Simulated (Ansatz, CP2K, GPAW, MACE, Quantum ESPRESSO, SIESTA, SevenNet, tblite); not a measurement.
## tblite on random rock-salt alloy of CaS and PbS (64 atoms): settings against a plane-wave reference

How do the settings of tblite change the result for random rock-salt alloy of CaS and PbS (64 atoms)? A plane-wave run serves as the yardstick.

Method: the method is named at each step, in tblite 0.8.0.

### 1. The structure

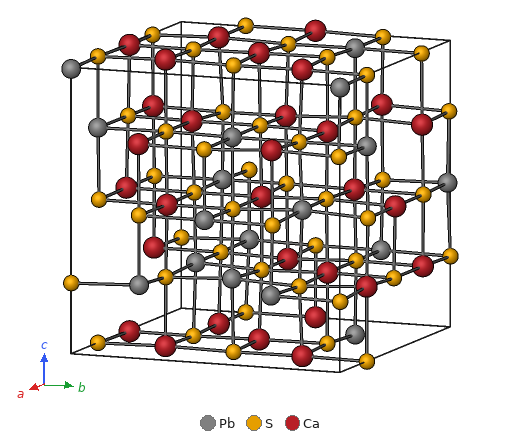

The cell as given, slightly off an axis (lead grey, sulfur orange, calcium red). Some periodic images of atoms are drawn too.

The cell holds 64 atoms: 12 Pb, 32 S and 20 Ca. Its edges and angles: a = 11.565 Å, b = 11.565 Å, c = 11.565 Å, α = 90.0°, β = 90.0°, γ = 90.0°. It derives from CaS (rock-salt), repeated 2×2×2. Rock-salt CaS, 2 x 2 x 2 conventional cells, 12 of 32 Ca sites given to Pb at random (x = 0.375), lattice by Vegard's rule (a = 5.782 Å); not relaxed, displaced by a Gaussian of 0.02 Å. Then every atom was moved at random, 0.05 Å r.m.s. a Cartesian component.

The yardstick, on the same geometry:

```
method                                           : Kohn-Sham DFT, PBE, SSSP efficiency 1.3.0 pseudopotentials, plane waves (Quantum ESPRESSO 7.5); sssp-pbe-1.3.0-efficiency, cutoffs 45/360 Ry, Γ point
r.m.s. force component                           : 0.4224 eV/Å
longest force                                    : 1.37 eV/Å
pressure                                         : 2.787 GPa
gap (highest filled to lowest empty level) : 1.836 eV
time                                             : 5.8 min on 4 MPI ranks of Arm Neoverse V2, shared host
CPU time                                         : 23 min
```

### 2. IPEA1-xTB

Method: IPEA1-xTB tight binding, diagonalisation.

File run.py:

```python
import numpy as np
from ase.io import read
from tblite.ase import TBLite

atoms = read("structure.xyz")
atoms.calc = TBLite(method="IPEA1-xTB", electronic_temperature=580, accuracy=1.0, max_iterations=250, mixer_damping=0.1, verbosity=1)
energy = atoms.get_potential_energy()
forces = atoms.get_forces()
print(f"energy {energy:.6f} eV")
print("forces (eV/A)")
for i, (a, f) in enumerate(zip(atoms, forces)):
    print(f"{i:4d} {a.symbol:2s} {f[0]:10.5f} {f[1]:10.5f} {f[2]:10.5f}")
stress = -atoms.get_stress(voigt=False) * 160.21766
print("stress (GPa, compression positive)")
for row in stress:
    print(" ".join(f"{x:10.4f}" for x in row))
print("charges (e)")
print(np.array2string(atoms.get_charges(), precision=4, suppress_small=True, max_line_width=110, threshold=100000))
```

File structure.xyz:

```xyz
64
Lattice="11.56460 0.00000 0.00000 0.00000 11.56460 0.00000 0.00000 0.00000 11.56460" Properties=species:S:1:pos:R:3 pbc="T T T"
Pb 11.51811 11.55419 11.49128
S 2.96539 11.55072 11.50805
Pb 11.53187 2.91555 2.95545
S 2.88999 2.89173 2.90850
Ca 2.81876 11.54806 2.89543
S 0.01596 0.01943 2.85542
Ca 2.91150 2.80858 0.01712
S 0.04822 2.79690 0.02556
Pb 0.11611 11.49822 5.83006
S 2.81274 0.00197 5.78947
Ca 11.50828 2.87369 8.64026
S 2.81482 2.95290 8.55734
Ca 2.91983 11.55315 8.62580
S 0.01688 11.52436 8.70097
Pb 2.87057 2.94932 5.84105
S 0.02729 2.93602 5.77906
Ca 0.08037 5.80635 0.02683
S 2.85125 5.78357 11.49359
Pb 11.53916 8.58371 2.89820
S 2.95348 8.73359 2.95695
Ca 2.89022 5.76935 2.82859
S 0.05759 5.80578 2.92029
Pb 2.97661 8.69831 11.53870
S 0.06418 8.70225 11.52274
Pb 11.51002 5.71846 5.75697
S 2.91208 5.72887 5.86441
Ca 0.02047 8.63957 8.78181
S 2.86143 8.66374 8.72121
Ca 2.93174 5.70308 8.60395
S 11.48642 5.69857 8.60707
Ca 2.83980 8.61412 5.81110
S 11.54159 8.65738 5.74125
Ca 5.77351 0.14745 11.55940
S 8.71867 11.55905 11.55061
Pb 5.68724 2.95822 2.94296
S 8.68513 2.89335 2.82292
Ca 8.63332 11.51117 2.99338
S 5.72806 11.49116 2.87380
Ca 8.65437 2.87103 0.03493
S 5.82671 2.91301 11.56125
Ca 5.78311 0.01110 5.78612
S 8.63425 0.00555 5.75755
Ca 5.80809 2.84223 8.66801
S 8.65969 2.89497 8.69924
Pb 8.66223 11.53488 8.66339
S 5.71268 0.06314 8.68455
Ca 8.74423 2.97650 5.76148
S 5.67914 2.89265 5.76345
Ca 5.80427 5.72714 0.03550
S 8.60418 5.77825 11.54425
Ca 5.78022 8.65957 2.91613
S 8.66212 8.63228 2.82419
Pb 8.72873 5.75628 2.95348
S 5.79479 5.83642 2.84813
Ca 8.62430 8.74411 0.00671
S 5.68828 8.61285 0.03654
[... 4 atom lines left out ...]
Pb 8.60788 5.72320 8.64419
S 5.73766 5.74876 8.66362
Pb 8.72295 8.78331 5.92223
S 5.80763 8.62152 5.89101
```

Command:

```bash
$ OMP_NUM_THREADS=1 python run.py > output.txt
```

Log:

```text
------------------------------------------------------------
  cycle        total energy    energy error   density error
------------------------------------------------------------
      1     -147.1514080924  -1.4676325E+02   8.3802573E-01
      2     -150.2525877335  -3.1011796E+00   6.8587405E-01
      3     -152.6742446896  -2.4216570E+00   3.6630865E-01
      4     -153.3535021301  -6.7925744E-01   3.0538302E-01
      5     -153.4755277153  -1.2202559E-01   7.4285790E-02
      6     -153.5000365361  -2.4508821E-02   5.0821432E-02
      7     -153.5466879522  -4.6651416E-02   1.4803182E-02
      8     -153.5463376166   3.5033560E-04   9.8527956E-03
      9     -153.5481963896  -1.8587730E-03   4.5356167E-03
     10     -153.5480545085   1.4188103E-04   3.5781982E-03
     11     -153.5482445862  -1.9007769E-04   2.0971830E-03
     12     -153.5483220900  -7.7503770E-05   3.6186756E-04
     13     -153.5483248336  -2.7435917E-06   1.0772560E-04
     14     -153.5483248457  -1.2093210E-08   8.7183076E-05
     15     -153.5483249024  -5.6705744E-08   3.9533417E-05
     16     -153.5483249164  -1.4059111E-08   1.5342345E-05
------------------------------------------------------------
 total:                                   3.174 sec
energy -4178.262743 eV
forces (eV/A)
   0 Pb    0.21060    0.22003    0.27442
   1 S     0.00547    0.48095    0.17636
   2 Pb   -0.36234   -0.62510   -0.34200
   3 S     0.15123   -0.01011   -0.84661
   4 Ca   -0.28620    0.14074    0.10881
   5 S    -0.07847    0.19625    0.67190
   6 Ca   -0.06138    0.25492   -0.17950
   7 S    -0.30579    0.79025   -0.18301
   8 Pb   -0.20359   -0.28130   -0.30989
   9 S     0.66774   -0.51536    0.03658
  10 Ca   -0.14792   -0.09926   -0.06048
  11 S     0.15007   -0.34978    1.00084
  12 Ca   -0.18134    0.12527    0.14136
  13 S     0.32720   -0.09058   -0.44575
  14 Pb    0.10694   -0.13560   -0.20225
  15 S    -0.89787   -0.23164    0.44456
  16 Ca   -0.34286   -0.16145   -0.18412
  17 S     0.18187   -0.43396    0.28148
  18 Pb    0.12448    0.44777   -0.03051
  19 S    -0.23070   -0.36117    0.33272
  20 Ca    0.06064    0.05980   -0.04562
  21 S     0.28501   -0.07431   -0.57473
  22 Pb   -0.10235   -0.25609   -0.01803
  23 S    -1.01976   -0.73416    0.06633
[...]
56 Ca    0.01983   -0.20207   -0.08865
  57 S    -0.83862   -0.34587   -0.01574
  58 Ca   -0.23049    0.08484    0.06761
  59 S     0.38271    0.69642    0.79593
  60 Pb   -0.17221   -0.23526    0.43879
  61 S    -0.32208    0.12596    0.08396
  62 Pb   -0.58396   -0.57988   -0.54502
  63 S    -0.38558    0.29764   -0.16704
stress (GPa, compression positive)
   -7.7330    -0.1038     0.1491
   -0.1038    -6.4091    -0.0804
    0.1491    -0.0804    -7.0696
charges (e)
[ 0.4323 -0.3856  0.4689 -0.4669  0.424  -0.5964  0.3951 -0.3862  0.4577 -0.3595  0.4121 -0.3947  0.4211
 -0.4518  0.3835 -0.4204  0.3754 -0.4097  0.4168 -0.4042  0.4117 -0.415   0.3856 -0.3788  0.423  -0.4008
  0.3993 -0.4066  0.4089 -0.3998  0.3684 -0.4371  0.4229 -0.3666  0.433  -0.4642  0.3774 -0.4217  0.429
 -0.3725  0.4204 -0.3751  0.4287 -0.4765  0.4396 -0.3786  0.3881 -0.3898  0.432  -0.4994  0.3933 -0.395
  0.4294 -0.3691  0.3858 -0.4006  0.4087 -0.4296  0.4458 -0.4371  0.4869 -0.3826  0.3715 -0.4044]
```

Wall time 3.6 s (1 thread of Arm Neoverse V2, shared host); peak memory 0.13 GiB.

Banners, paths, timers and routine set-up lines are dropped from the logs unmarked, and long logs keep their key lines alone; longer cuts are marked.

Against the reference:

| Item | Value |
| --- | --- |
| r.m.s. force component | 0.3587 eV/Å |
| r.m.s. difference of force components | 185.5 meV/Å |
| longest difference of force vectors | 579.6 meV/Å |
| force difference over r.m.s. force | 43.9 % |
| slope of forces against the reference's | 0.7641 |
| correlation of force components | 0.8999 |
| pressure | -7.071 GPa |
| pressure difference | -9.858 GPa |

Length of the force difference by element (eV/Å):

```csv
element,atoms,mean,most
Ca,20,0.30,0.58
Pb,12,0.34,0.48
S,32,0.29,0.47
```

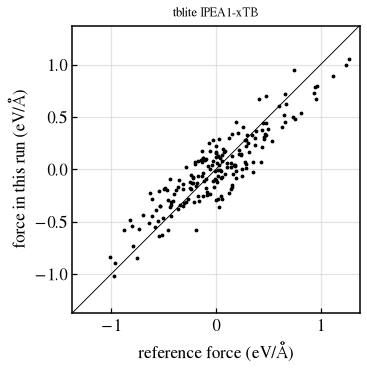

Force components against those of the reference; the line marks equality.

The surroundings of S6, whose charge lies farthest from its element's mean, nearest first, numbered as they follow in the input and with coordinates relative to it.

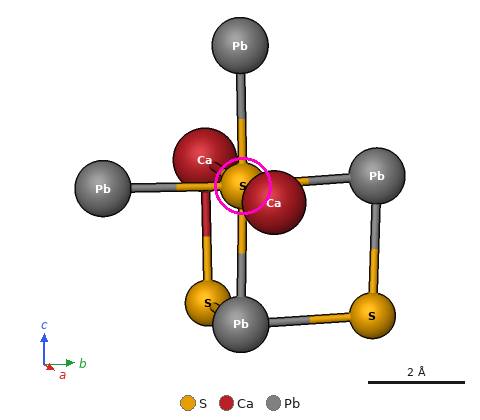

The atoms of the table, within 4.1 Å (arrows a, b, c point along x, y, z); some may hide others; the central atom is ringed.

```csv
atom,x,y,z,distance (Å),bonds,Mulliken charge (e),Fx,Fy,Fz (eV/Å)
S6,0.00,0.00,0.00,0.00,6,-0.60,-0.08,0.20,0.67
Ca5,2.80,-0.04,0.04,2.80,6,0.42,-0.29,0.14,0.11
Pb3,-0.05,2.90,0.10,2.90,6,0.47,-0.36,-0.63,-0.34
Pb1,-0.06,-0.03,-2.93,2.93,6,0.43,0.21,0.22,0.27
Ca37,-2.95,-0.07,0.14,2.95,6,0.38,0.40,0.33,-0.47
Pb9,0.10,-0.09,2.97,2.98,6,0.46,-0.20,-0.28,-0.31
Pb19,-0.04,-3.00,0.04,3.00,6,0.42,0.12,0.45,-0.03
S8,0.03,2.78,-2.83,3.97,6,-0.39,-0.31,0.79,-0.18
S34,-2.86,-0.02,-2.87,4.05,6,-0.37,-0.58,-0.02,0.30
```

Atoms are counted from 1 here, from 0 in the log.

Forces lie 44 % from the reference's, at 0.0026 times its CPU time (on 1 against 4 cores).

### 3. GFN1-xTB

Method: GFN1-xTB tight binding, diagonalisation.

run.py, as its differences from that of step 2:

```diff
@@ -5,3 +5,3 @@
 atoms = read("structure.xyz")
-atoms.calc = TBLite(method="IPEA1-xTB", electronic_temperature=580, accuracy=1.0, max_iterations=250, mixer_damping=0.1, verbosity=1)
+atoms.calc = TBLite(method="GFN1-xTB", electronic_temperature=580, accuracy=1.0, max_iterations=250, mixer_damping=0.1, verbosity=1)
 energy = atoms.get_potential_energy()
```

structure.xyz is that of step 2.

Log:

```text
------------------------------------------------------------
  cycle        total energy    energy error   density error
------------------------------------------------------------
      1     -134.2961813184  -1.3387823E+02   9.0159661E-01
      2     -149.8215470206  -1.5525366E+01   6.1206845E-01
      3     -152.5744972555  -2.7529502E+00   4.5324908E-01
      4     -129.7003103640   2.2874187E+01   7.6338798E-01
      5     -149.0535990070  -1.9353289E+01   4.9904061E-01
      6     -151.1956866867  -2.1420877E+00   4.6452288E-01
[...]
25     -153.8645008224  -2.0999749E-07   6.1482043E-05
     26     -153.8645009235  -1.0104682E-07   3.9938160E-05
     27     -153.8645009798  -5.6330407E-08   1.6384170E-05
------------------------------------------------------------
 total:                                   3.807 sec
energy -4186.866332 eV
forces (eV/A)
   0 Pb    0.22067    0.10110    0.33979
   1 S     0.08584    0.51796    0.15088
   2 Pb   -0.48354   -1.03403   -0.12654
   3 S     0.55214    0.06365   -0.53852
   4 Ca   -0.66262    0.08876   -0.04855
   5 S     0.06001    0.48847    0.48971
[...]
61 S    -0.29473    0.04559   -0.03206
  62 Pb   -0.33285   -0.63370   -0.33805
  63 S    -0.41646    0.10329    0.01562
stress (GPa, compression positive)
   -8.3944     0.0291    -0.0485
    0.0291    -6.3607     0.0400
   -0.0485     0.0400    -7.3809
charges (e)
[ 0.481  -0.1664  0.5057 -0.2692  0.0717 -0.3943  0.0078 -0.1599  0.5078 -0.1546  0.0242 -0.1528  0.0674
 -0.2623  0.4099 -0.2574 -0.0271 -0.1522  0.4495 -0.1711  0.0445 -0.2617  0.4372 -0.175   0.4429 -0.169
  0.0217 -0.1536  0.0781 -0.1722 -0.0833 -0.2746  0.1006 -0.158   0.4939 -0.2597 -0.054  -0.1547  0.0831
 -0.13    0.0979 -0.1778  0.089  -0.2489  0.4893 -0.1373 -0.0697 -0.1737  0.118  -0.2581  0.0202 -0.1881
  0.4623 -0.1551 -0.0309 -0.1511  0.0563 -0.2719  0.1278 -0.2632  0.5483 -0.1393  0.3864 -0.1444]
```

Run time: 4.3 s. Hardware: 1 thread; peak memory 0.13 GiB.

Compared with the plane-wave run:

* r.m.s. force component: 0.3031 eV/Å
* r.m.s. difference of force components: 276.5 meV/Å
* longest difference of force vectors: 907.1 meV/Å
* force difference over r.m.s. force: 65.47 %
* slope of forces against the reference's: 0.5431
* correlation of force components: 0.7569
* pressure: -7.379 GPa
* pressure difference: -10.17 GPa

Against the first run (44 %), the force difference from the reference is 65 %, at 1.2 times the CPU time (27 SCF steps against 16).

### 4. Side by side

Differences are against the plane-wave reference, forces as r.m.s. over components; share is that over the reference's r.m.s. force, slope the least-squares factor from reference forces to these. Total energies of different programs have different zeros and aren't compared.

```csv
run,"Δ force, r.m.s. (meV/Å)",share (%),slope,Δ pressure (GPa),cores,CPU time,memory (GiB)
reference,-,-,-,-,4,23 min,3.5
tblite IPEA1-xTB,185,43.9,0.764,-9.86,1,3.6 s,0.13
tblite GFN1-xTB,277,65.5,0.543,-10.2,1,4.3 s,0.13
```

CPU time is summed over cores on a shared host, where runs went side by side, so it is rough. Symmetry, cutoffs, thresholds, outputs and thread counts weren't matched or tuned between programs; memory under MPI is the largest rank's times the ranks.

A second geometry, displaced anew (every atom was moved at random, 0.04 Å r.m.s. a Cartesian component), gives an energy difference that all programs can be tested on. The reference puts it at -12.45 meV/atom.

```csv
run,energy less the first geometry's (meV/atom),error (meV/atom),force share at the second geometry (%)
tblite IPEA1-xTB,-7.809,4.64,54.3
tblite GFN1-xTB,-6.390,6.06,73.5
```

### 5. Summary of results

```json
{
  "nearest in forces": "tblite IPEA1-xTB, 44 %",
  "its CPU time": "3.6 s"
}
```

Tight binding differs by 44 % (tblite IPEA1-xTB) to 65 % (tblite GFN1-xTB); it is another model, with fitted parameters of its own, and the xTB methods hold dispersion. IPEA1-xTB was fitted to ionisation energies and electron affinities, not to forces or charges. Of the electronic-structure runs that take under half the reference's CPU time, tblite IPEA1-xTB comes nearest, at 44 % in 3.6 s against 23 min; its pressure misses by -9.9 GPa. The energy difference between the two geometries, -12.5 meV/atom in the reference, is met best by tblite IPEA1-xTB (+4.64) and worst by tblite GFN1-xTB (+6.06). Periodic xTB results under one method name differ between programs and library versions. The reference's pressure holds the uncorrected Pulay stress of its 45 Ry basis, so small pressure differences, and their order, may be the reference's own error. The host structure and its lattice constant were typed by rule, without a check against the phase diagram. The reference's pressure of 2.8 GPa belongs to a cell and atoms that aren't relaxed at this level. The electronic-structure runs sample only Γ, in a cell whose shortest periodic width is 12 Å. Spin–orbit coupling is left out, which matters for the levels of the heavy elements.

[Also dropped from logs without a mark: logging warnings of Python, and SIESTA's first energy breakdown and zero terms.]

[Logs are printed without paths, hosts, clocks, repeated set-up lines and the standing remarks that a program may print on its own settings, such as how far it seeks lower states.]

[Hosts, paths, dates, database ids (printed as entryN), source tags and the programs' standing remarks are cut or masked in the printed files.]
